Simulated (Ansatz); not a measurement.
**BPN (doublet): one geometry, many settings**

What do other methods and options give for BPN (doublet) at this geometry, and how long do they take?

Method: the settings change from run to run; program: Ansatz 0.2.0, Gaussian basis.

33 further runs of the same task are left out: 20 that didn't finish, 13 set aside as unsound or not needed.

**1. What is computed**

The geometry is a PBE0/def2-TZVP stationary point (not a proven minimum) of the parent state, kept for this charge and spin.

3 atoms, charge 0, spin multiplicity 2.

Atoms are counted from 1 here; the program's logs count them from 0.

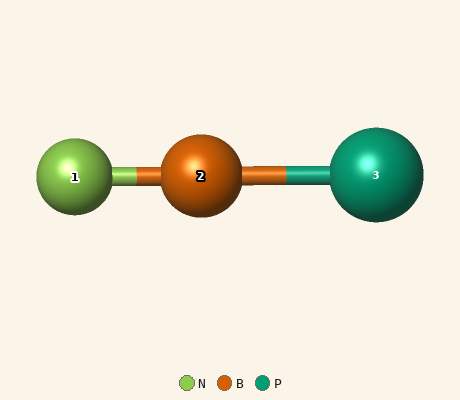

The geometry (nitrogen green, boron orange, phosphorus teal); atoms are numbered from 1 in the order of the file.

**2. CASSCF(1,3)/cc-pVDZ**

The input, in.yaml:

```yaml
crystal:
  periodic: [false, false, false]
  atoms:
    - {symbol: N, position_ang: [0.000000, 0.000000, 1.503167]}
    - {symbol: B, position_ang: [0.000000, 0.000000, 0.169267]}
    - {symbol: P, position_ang: [0.000000, 0.000000, -1.672433]}
basis:
  gaussian: {orbitals: cc-pVDZ}
magnetization: {spin_polarized: false, initial_magnetization: 1}
correlation: {active_space: {window: {electrons: 1, orbitals: 3}, states: [{multiplicity: 2, weights: [0.5, 1, 1]}]}}
output: {forces: true}
```

On the command line:

```bash
$ ansatz run in.yaml --threads 1 --pin off --events-out ev --progress --plain --max-ram 2393MiB
```

Standard output, shortened:

```text
Functional definition: HF
  name "HF"
  cite "Fock, Z. Phys. 61, 126 (1930) doi:10.1007/BF01340294"
  parent pbe
[...]
829 factors; integrals over basis functions are off by at most 1.8e-7 eV
[...]
mean field -11421.59165808 eV, -419.7357516015 hartree, gradient 4.5e-6 eV, S^2 0.750000; 15 other end points of the search recorded, 0 dependent functions left out
reference -11421.59165808 eV, -419.7357516015 hartree; 14, 13 occupied and 32, 33 virtual orbitals, 829 factors
state -11420.48863724 eV, -419.6952163332 hartree
state -11420.36153249 eV, -419.6905453201 hartree
state -11413.62761978 eV, -419.4430785924 hartree
an earlier search ended where averaged states of different weights were degenerate, so these states were given the mean of their weights and the orbitals were optimised with it; in the result, neighbours among these states lie up to 1.3e-1 eV apart
[...]
Total energy: -11417.70609883 eV, -419.5929599330 hartree
Atom 0 at     0.000000     0.000000     1.503167 Å, force    -0.000000    -0.000000     1.074417 eV/Å
Atom 1 at     0.000000     0.000000     0.169267 Å, force     0.000000     0.000000    -2.530053 eV/Å
Atom 2 at     0.000000     0.000000    -1.672433 Å, force    -0.000000    -0.000000     1.455637 eV/Å
Dipole moment:     0.000000     0.000000    -0.570899 e Å
```

It took 36 s on 1 thread of Intel Xeon at 2.50GHz, shared host.

From the report: 3 determinants; active occupations (of the averaged states) 0.40, 0.30, 0.30.

**3. CCSD(T)/6-31++G****

The input, in.yaml:

```yaml
crystal:
  periodic: [false, false, false]
  atoms:
    - {symbol: N, position_ang: [0.000000, 0.000000, 1.503167]}
    - {symbol: B, position_ang: [0.000000, 0.000000, 0.169267]}
    - {symbol: P, position_ang: [0.000000, 0.000000, -1.672433]}
basis:
  gaussian: {orbitals: "6-31++G**"}
magnetization: {spin_polarized: false, initial_magnetization: 1}
hamiltonian: {xc: {name: B3LYP}, pseudopotentials: {relativity: scalar}}
correlation: {method: ccsd_t, electrons: valence}
scf: {lower_state_search: off}
```

The command is unchanged.

Standard output, shortened:

```text
Functional definition: B3LYP
  name "B3LYP"
  cite "Stephens, Devlin, Chabalowski & Frisch, J. Phys. Chem. 98, 11623 (1994) doi:10.1021/j100096a001"
  cite "Becke, Phys. Rev. A 38, 3098 (1988) doi:10.1103/PhysRevA.38.3098"
  cite "Lee, Yang & Parr, Phys. Rev. B 37, 785 (1988) doi:10.1103/PhysRevB.37.785"
  cite "Vosko, Wilk & Nusair, Can. J. Phys. 58, 1200 (1980) doi:10.1139/p80-159"
[...]
534 factors; integrals over basis functions are off by at most 1.3e-3 eV
[...]
mean field -11471.75068312 eV, -421.5790617729 hartree, gradient 7.2e-6 eV, S^2 0.750000; 0 other end points of the search recorded, 0 dependent functions left out
7 core orbitals not correlated: weight in the atoms' cores, before any rotation towards them, 1.000 or more for the frozen orbitals, at most 0.000 for the correlated occupied ones
reference -11440.35194935 eV, -420.4251795895 hartree; 7, 6 occupied and 47, 48 virtual orbitals, 534 factors
second order -11.47586490 eV of doubles, -0.57351663 eV of singles
cycle   1  -9.97588264 eV  change    8.5e-1 eV  update   1.7e-1
[...]
cycle  23  -10.88917556 eV  change   -4.3e-6 eV  update   2.3e-6
perturbative correction -0.94803724 eV, -0.0348397259 hartree
WARN: these amplitudes may be one of several solutions (largest doubles amplitude 0.21, level shift 2.32 eV)
Total energy: -11452.18916215 eV, -420.8601891363 hartree
Relativity: scalar
Checks for a lower state left out: stability, starts, cluster_reference, orbital_swaps, neighbouring_geometries, increment
```

It took 15 s on 1 thread of Intel Xeon at 2.50GHz, shared host.

From the report: correlation -11.8372 eV; T1 0.040; largest double amplitude 0.21. The orbitals are Kohn-Sham ones, so correlation energy and T1 don't compare with those on Hartree-Fock orbitals. The report flags that the cluster equations may have other roots.

**4. BCCD on ROHF/cc-pVDZ**

The input, in.yaml:

```yaml
crystal:
  periodic: [false, false, false]
  atoms:
    - {symbol: N, position_ang: [0.000000, 0.000000, 1.503167]}
    - {symbol: B, position_ang: [0.000000, 0.000000, 0.169267]}
    - {symbol: P, position_ang: [0.000000, 0.000000, -1.672433]}
basis:
  gaussian: {orbitals: cc-pVDZ}
magnetization: {spin_polarized: false, initial_magnetization: 1}
correlation: {method: bccd, electrons: valence}
output: {forces: true}
```

Same command.

Standard output, shortened:

```text
Functional definition: HF
  name "HF"
  cite "Fock, Z. Phys. 61, 126 (1930) doi:10.1007/BF01340294"
  parent pbe
[...]
461 factors; integrals over basis functions are off by at most 1.1e-3 eV
[...]
mean field -11421.59163090 eV, -419.7357506027 hartree, gradient 4.8e-6 eV, S^2 0.750000; 15 other end points of the search recorded, 0 dependent functions left out
[...]
determinant -11421.59163090 eV, -419.7357506027 hartree, with singles and doubles -11431.03395175 eV, -420.0827494938 hartree
determinant -11421.20991469 eV, -419.7217227906 hartree, with singles and doubles -11431.27604216 eV, -420.0916461523 hartree
determinant -11421.20991469 eV, -419.7217227906 hartree, with singles and doubles -11431.27603972 eV, -420.0916460626 hartree
determinant -11420.73549034 eV, -419.7042880173 hartree, with singles and doubles -11429.59282660 eV, -420.0297891213 hartree
[...]
7 core orbitals not correlated: weight in the atoms' cores, before any rotation towards them, 1.000 or more for the frozen orbitals, at most 0.000 for the correlated occupied ones
reference -11421.20991469 eV, -419.7217227906 hartree; 7, 6 occupied and 32, 33 virtual orbitals, 461 factors
second order -8.86159937 eV of doubles, -0.07249156 eV of singles
cycle   1  -9.76438393 eV  change    3.6e-1 eV  update   1.0e-1
[...]
cycle  25  -10.28568519 eV  change    4.0e-7 eV  update   7.9e-7
WARN: the results are in doubt because among natural orbitals full CI differs from the method by -0.256 eV
[...]
Total energy: -11431.49559987 eV, -420.0997147492 hartree
Atom 0 at     0.000000     0.000000     1.503167 Å, force    -0.000000    -0.000000    -0.684306 eV/Å
Atom 1 at     0.000000     0.000000     0.169267 Å, force    -0.000000     0.000000     0.891850 eV/Å
Atom 2 at     0.000000     0.000000    -1.672433 Å, force    -0.000000    -0.000000    -0.207544 eV/Å
Dipole moment:    -0.000000     0.000000    -0.579579 e Å
In doubt: among natural orbitals full CI differs from the method by -0.256 eV
```

Wall time 63 s (1 thread of Intel Xeon at 2.50GHz, shared host).

From the report: correlation -10.2857 eV; largest double amplitude 0.11. The program marks this result as in doubt; its last lines say why.

**5. MP2 on ROHF/cc-pVDZ**

Changes to in.yaml since step 4:

```diff
@@ -9,3 +9,2 @@
 magnetization: {spin_polarized: false, initial_magnetization: 1}
-correlation: {method: bccd, electrons: valence}
-output: {forces: true}
+correlation: {method: mp2, electrons: all}
```

The command is unchanged.

Standard output, shortened:

```text
Functional definition: HF
  name "HF"
  cite "Fock, Z. Phys. 61, 126 (1930) doi:10.1007/BF01340294"
  parent pbe
[...]
461 factors; integrals over basis functions are off by at most 1.1e-3 eV
[...]
mean field -11421.59163090 eV, -419.7357506027 hartree, gradient 4.8e-6 eV, S^2 0.750000; 15 other end points of the search recorded, 0 dependent functions left out
unrestricted determinant -11423.00222822 eV, -419.7875890983 hartree, S^2 1.9182
reference -11421.59163090 eV, -419.7357506027 hartree; 14, 13 occupied and 32, 33 virtual orbitals, 461 factors
second order -8.34596776 eV of doubles, -0.06759102 eV of singles
Total energy: -11430.00518968 eV, -420.0449431851 hartree
```

Run time: 18 s. Hardware: 1 thread of Intel Xeon at 2.50GHz, shared host.

**6. BCCD(T) on ROHF/cc-pVDZ**

Changes to in.yaml since step 5:

```diff
@@ -9,2 +9,3 @@
 magnetization: {spin_polarized: false, initial_magnetization: 1}
-correlation: {method: mp2, electrons: all}
+correlation: {method: bccd_t, electrons: outside_noble_gas, diis_vectors: 12}
+output: {forces: true}
```

Same command.

Standard output, shortened:

```text
Functional definition: HF
  name "HF"
  cite "Fock, Z. Phys. 61, 126 (1930) doi:10.1007/BF01340294"
  parent pbe
[...]
461 factors; integrals over basis functions are off by at most 1.1e-3 eV
[...]
mean field -11421.59163090 eV, -419.7357506027 hartree, gradient 4.8e-6 eV, S^2 0.750000; 15 other end points of the search recorded, 0 dependent functions left out
[...]
determinant -11421.59163090 eV, -419.7357506027 hartree, with singles and doubles -11431.03395175 eV, -420.0827494938 hartree
determinant -11421.20991469 eV, -419.7217227906 hartree, with singles and doubles -11431.27604216 eV, -420.0916461523 hartree
determinant -11421.20991469 eV, -419.7217227906 hartree, with singles and doubles -11431.27603972 eV, -420.0916460626 hartree
determinant -11420.73549034 eV, -419.7042880173 hartree, with singles and doubles -11429.59282660 eV, -420.0297891213 hartree
[...]
reference -11421.20991469 eV, -419.7217227906 hartree; 7, 6 occupied and 32, 33 virtual orbitals, 461 factors
second order -8.86159937 eV of doubles, -0.07249156 eV of singles
cycle   1  -9.76438393 eV  change    3.6e-1 eV  update   1.0e-1
[...]
cycle  24  -10.28568246 eV  change    2.9e-6 eV  update   1.2e-6
perturbative correction -0.50219971 eV, -0.0184554988 hartree
WARN: the results are in doubt because among natural orbitals full CI differs from the method by -0.147 eV
[...]
Total energy: -11431.99779685 eV, -420.1181701478 hartree
Atom 0 at     0.000000     0.000000     1.503167 Å, force     0.000000     0.000000    -0.326009 eV/Å
Atom 1 at     0.000000     0.000000     0.169267 Å, force    -0.000000    -0.000000    -0.162079 eV/Å
Atom 2 at     0.000000     0.000000    -1.672433 Å, force     0.000000     0.000000     0.488089 eV/Å
Dipole moment:    -0.000000    -0.000000    -0.612619 e Å
In doubt: among natural orbitals full CI differs from the method by -0.147 eV
```

Run time: 74 s. Hardware: 1 thread of Intel Xeon at 2.50GHz, shared host.

From the report: correlation -10.7879 eV; largest double amplitude 0.11. The program marks this result as in doubt; its last lines say why.

**7. NEVPT2(5,6)/cc-pVDZ**

Changes to in.yaml since step 6:

```diff
@@ -9,3 +9,2 @@
 magnetization: {spin_polarized: false, initial_magnetization: 1}
-correlation: {method: bccd_t, electrons: outside_noble_gas, diis_vectors: 12}
-output: {forces: true}
+correlation: {method: sc_nevpt2, electrons: valence, active_space: {window: {electrons: 5, orbitals: 6}}}
```

Launched as before.

Standard output, shortened:

```text
Functional definition: HF
  name "HF"
  cite "Fock, Z. Phys. 61, 126 (1930) doi:10.1007/BF01340294"
  parent pbe
[...]
461 factors; integrals over basis functions are off by at most 1.1e-3 eV
[...]
mean field -11421.59163090 eV, -419.7357506027 hartree, gradient 4.8e-6 eV, S^2 0.750000; 15 other end points of the search recorded, 0 dependent functions left out
reference -11421.59163090 eV, -419.7357506027 hartree; 14, 13 occupied and 32, 33 virtual orbitals, 461 factors
state -11424.35988650 eV, -419.8374821196 hartree
state -11424.35988650 eV, -419.8374821196 hartree; corrected -11431.01395509 eV, -420.0820146300 hartree
state -11423.58119729 eV, -419.8088658189 hartree
state -11423.58119729 eV, -419.8088658189 hartree; corrected -11430.76881756 eV, -420.0730059921 hartree
state -11424.35988650 eV, -419.8374821196 hartree; corrected -11431.01395509 eV, -420.0820146300 hartree
Total energy: -11431.01395509 eV, -420.0820146300 hartree
```

Run time: 35 s. Hardware: 1 thread of Intel Xeon at 2.50GHz, shared host.

From the report: 150 determinants; active occupations 1.88, 1.60, 1.04, 0.38, 0.07, 0.02.

**8. CASSCF(1,3)/cc-pVDZ**

The input, in.yaml:

```yaml
crystal:
  periodic: [false, false, false]
  atoms:
    - {symbol: N, position_ang: [0.000000, 0.000000, 1.503167]}
    - {symbol: B, position_ang: [0.000000, 0.000000, 0.169267]}
    - {symbol: P, position_ang: [0.000000, 0.000000, -1.672433]}
basis:
  gaussian: {orbitals: cc-pVDZ, fitting: {mean_field: def2-universal-jkfit}}
magnetization: {spin_polarized: false, initial_magnetization: 1}
correlation: {active_space: {window: {electrons: 1, orbitals: 3}, states: [{multiplicity: 2, weights: [1, 0.5]}], root: 1}}
```

Same command.

Standard output, shortened:

```text
Functional definition: HF
  name "HF"
  cite "Fock, Z. Phys. 61, 126 (1930) doi:10.1007/BF01340294"
  parent pbe
[...]
280 factors; integrals over basis functions are off by at most 3.6e-2 eV
[...]
mean field -11421.59085951 eV, -419.7357222547 hartree, gradient 2.6e-6 eV, S^2 0.750000; 15 other end points of the search recorded, 0 dependent functions left out
reference -11421.59085951 eV, -419.7357222547 hartree; 14, 13 occupied and 32, 33 virtual orbitals, 280 factors
state -11421.07824973 eV, -419.7168841928 hartree
state -11420.08263120 eV, -419.6802958866 hartree
the orbitals are reached from a further start. From the first start the search ends at -11420.59143807 eV, -419.6989941942 hartree
Total energy: -11420.08263120 eV, -419.6802958866 hartree
```

Run time: 25 s. Hardware: 1 thread of Intel Xeon at 2.50GHz, shared host.

From the report: 3 determinants; active occupations (of the averaged states) 0.67, 0.33, 0.00.

**9. CASCI(11,6)/STO-3G**

The input, in.yaml:

```yaml
crystal:
  periodic: [false, false, false]
  atoms:
    - {symbol: N, position_ang: [0.000000, 0.000000, 1.503167]}
    - {symbol: B, position_ang: [0.000000, 0.000000, 0.169267]}
    - {symbol: P, position_ang: [0.000000, 0.000000, -1.672433]}
basis:
  gaussian: {orbitals: STO-3G}
magnetization: {spin_polarized: false, initial_magnetization: 1}
correlation: {active_space: {window: {electrons: 11, orbitals: 6}, fixed_orbitals: true}}
output: {forces: true}
```

Same command.

Standard output, shortened:

```text
Functional definition: HF
  name "HF"
  cite "Fock, Z. Phys. 61, 126 (1930) doi:10.1007/BF01340294"
  parent pbe
[...]
226 factors; integrals over basis functions are off by at most 3.0e-5 eV
[...]
mean field -11289.16252641 eV, -414.8690707765 hartree, gradient 1.2e-6 eV, S^2 0.750000; 12 other end points of the search recorded, 0 dependent functions left out
reference -11289.16252641 eV, -414.8690707765 hartree; 14, 13 occupied and 5, 6 virtual orbitals, 226 factors
state -11289.16252641 eV, -414.8690707765 hartree
[...]
Total energy: -11289.16252641 eV, -414.8690707765 hartree
Atom 0 at     0.000000     0.000000     1.503167 Å, force     0.000000     0.000000    -2.396722 eV/Å
Atom 1 at     0.000000     0.000000     0.169267 Å, force    -0.000000    -0.000000    -0.843224 eV/Å
Atom 2 at     0.000000     0.000000    -1.672433 Å, force     0.000000    -0.000000     3.239945 eV/Å
Dipole moment:    -0.000000     0.000000    -0.608564 e Å
```

Run time: 5.5 s. Hardware: 1 thread of Intel Xeon at 2.50GHz, shared host.

From the report: 2 determinants; active occupations 2.00, 2.00, 2.00, 2.00, 2.00, 1.00. With so small a space the active step adds no correlation: the energy is the mean field's.

**10. HF/cc-pVDZ**

The input, in.yaml:

```yaml
crystal:
  periodic: [false, false, false]
  atoms:
    - {symbol: N, position_ang: [0.000000, 0.000000, 1.503167]}
    - {symbol: B, position_ang: [0.000000, 0.000000, 0.169267]}
    - {symbol: P, position_ang: [0.000000, 0.000000, -1.672433]}
basis:
  gaussian: {orbitals: cc-pVDZ}
magnetization: {spin_polarized: true, initial_magnetization: 1}
hamiltonian: {xc: hf}
output: {forces: true, orbitals: {seedname: orbitals}}
```

Launched as before.

Standard output, shortened:

```text
Functional definition: HF
  name "HF"
  cite "Fock, Z. Phys. 61, 126 (1930) doi:10.1007/BF01340294"
  parent pbe
[...]
461 factors; integrals over basis functions are off by at most 1.1e-3 eV
[...]
mean field -11423.09391286 eV, -419.7909584466 hartree, gradient 4.4e-5 eV, S^2 1.748040; 12 other end points of the search recorded, 0 dependent functions left out
[...]
reference -11423.09391286 eV, -419.7909584466 hartree; 14, 13 occupied and 32, 33 virtual orbitals, 461 factors
Total energy: -11423.09391286 eV, -419.7909584466 hartree
Atom 0 at     0.000000     0.000000     1.503167 Å, force     0.000000     0.000000    -2.160679 eV/Å
Atom 1 at     0.000000     0.000000     0.169267 Å, force    -0.000000    -0.000000     2.670293 eV/Å
Atom 2 at     0.000000     0.000000    -1.672433 Å, force    -0.000000     0.000000    -0.509613 eV/Å
Dipole moment:     0.000000    -0.000000    -0.596522 e Å
```

It took 14 s on 1 thread of Intel Xeon at 2.50GHz, shared host.

From the report: ⟨S²⟩ of the determinant 1.748 (pure doublet: 0.75). The determinant is far from a pure spin state, so its energy mixes those of several spin states (harmless only where they are near-degenerate, as at dissociation).

**11. The runs in one table**

 † marks a result that the program doubts.

| level | correlated | functions | energy (eV) | time |
| --- | --- | --- | --- | --- |
| CASSCF(1,3)/cc-pVDZ (mean of several states) |  | 46 | -11417.7061 | 36 s |
| CCSD(T)/6-31++G** (on B3LYP orbitals, relativity set) † | valence | 61 | -11452.1892 | 15 s |
| BCCD on ROHF/cc-pVDZ † | valence | 46 | -11431.4956 | 63 s |
| MP2 on ROHF/cc-pVDZ | all | 46 | -11430.0052 | 18 s |
| BCCD(T) on ROHF/cc-pVDZ † | outside noble gas | 46 | -11431.9978 | 74 s |
| NEVPT2(5,6)/cc-pVDZ | valence | 46 | -11431.0140 | 35 s |
| CASSCF(1,3)/cc-pVDZ (excited root 1 of an average) |  | 46 | -11420.0826 | 25 s |
| CASCI(11,6)/STO-3G |  | 19 | -11289.1625 | 5.5 s |
| HF/cc-pVDZ |  | 46 | -11423.0939 | 14 s |

**12. Outcome**

```
quantity                            value
    runs                                9
quickest        CASCI(11,6)/STO-3G, 5.5 s
 slowest  BCCD(T) on ROHF/cc-pVDZ †, 74 s
```

In words: Total energies in different bases, with other cores or another treatment of relativity can't be set against each other. BCCD(T) on ROHF/cc-pVDZ † took 13 times as long as CASCI(11,6)/STO-3G; the jobs differ in more than the method.
